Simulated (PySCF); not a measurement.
**C₃H₈BClSi: density, localisation and related maps**

Input

```
{"job": {"kind": "nmr", "xc": "PBE0", "basis": "pcSseg-1"}, "charge": 0, "multiplicity": 1}
C      2.770878    -0.246138    -0.048278
C      1.700095     0.512948    -0.222732
Si    -0.001360    -0.120152    -0.727963
C     -1.189951     0.282847     0.734444
B     -2.590306    -0.301381     0.424409
Cl    -3.725245     0.609655    -0.463766
H      3.730274     0.155531     0.241625
H      2.734914    -1.313997    -0.190020
H      1.805298     1.580981    -0.066113
H      0.041830    -1.567267    -0.966304
H     -0.453567     0.577204    -1.937977
H     -1.184012     1.367295     0.840429
H     -0.744729    -0.143446     1.632491
H     -2.894796    -1.394552     0.727589
```

Command:

```sh
OMP_NUM_THREADS=1 python probes_run.py task.json out
```

Geometry: GFN2-xTB.

Theory: PBE0/pcSseg-1, SCF density, gas phase, non-relativistic in PySCF.

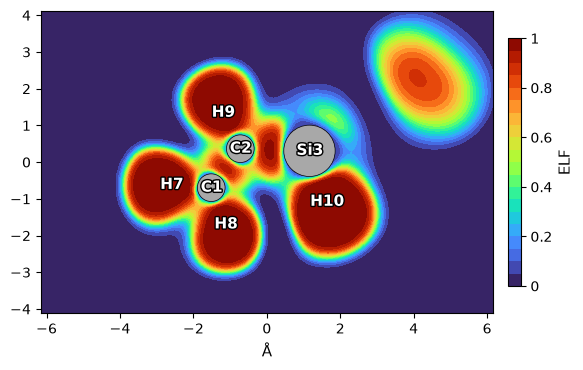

Figure 1. Electron localisation function on the plane of atoms Si3, C2 and H9. Grey discs cover the atomic cores.

Question: Describe what can be read from this map.

Answer: The plane passes through C, Si and H nuclei.
C–C (1.32 Å): the ELF peaks at about 0.90 between the atoms (a multiple bond).
C–Si (1.88 Å): the ELF peaks at about 0.95 between the atoms, as expected for a covalent bond.
C–H (1.08 Å): the ELF climbs to about 1 towards the hydrogen, as it does in any bond to H; an ordinary covalent bond to hydrogen.
The ELF also peaks beside Cl6, away from the bonds: lone-pair regions.

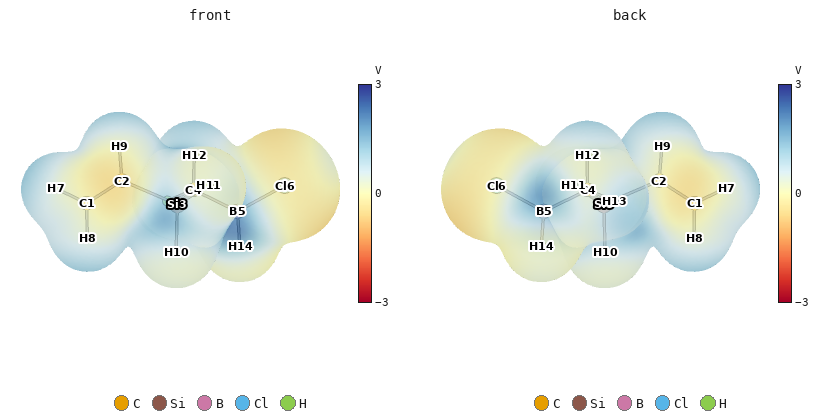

Figure 2. The molecular electrostatic potential painted on the density surface at 0.004 e/bohr³, seen from the front and from behind; red is negative and blue positive.

Question: Describe the electrostatic potential map.

Answer: The most negative region (about −0.6 V) lies over C1, C2 and Cl6, the most positive (about +2.2 V) over Si3 and B5. Cl6 shows a σ-hole: about +0.3 V at the tip opposite its bond, against about −0.3 V on its flanks.

Question: How polar is the molecule by this calculation?

Answer: Its dipole moment is 1.96 D.
